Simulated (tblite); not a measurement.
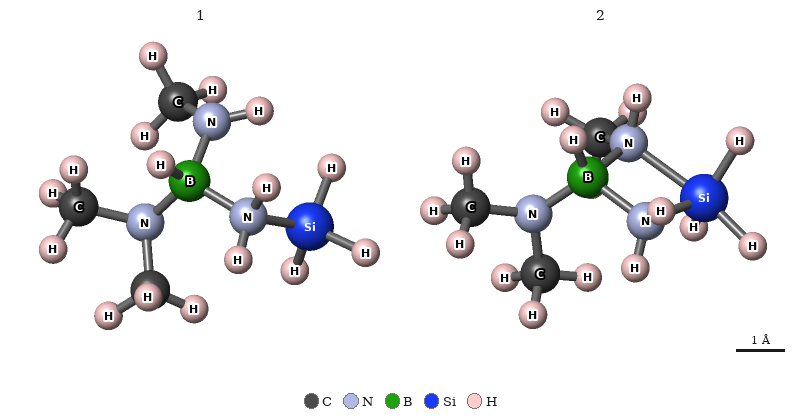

Two geometries of C₃H₁₆BN₃Si, drawn at one scale. One is the start of a relaxation, the other its converged end. A ball-and-stick model, seen at a tilt.

Computed with tblite 0.8.0, GFN2-xTB geometry optimisation, gas phase. 

**Which one is relaxed?**

Structure 2 is the relaxed one. After 150 geometry steps the energy has fallen by 199.9 kJ/mol. The atom that moves furthest after the best rigid fit is an H atom (1.47 Å). Largest moves by element: H 1.47 Å, C 0.99 Å, N 0.63 Å, Si 0.61 Å, B 0.22 Å. Some distances before and after: N–Si 3.013 → 1.990 Å, B–N 1.502 → 1.612 Å, N–Si 1.754 → 1.846 Å, B–N 1.534 → 1.603 Å. New bonds form: N–Si (3.01 → 1.99 Å). Among the angles between lasting bonds that change: H–Si–H 106.6° → 130.6°, B–N–Si 115.2° → 98.3°, N–Si–H 108.1° → 92.6°. Groups turn about B–N by about 45°. The run took 1.1 s on 1 thread of Arm Neoverse V2, on a shared host.
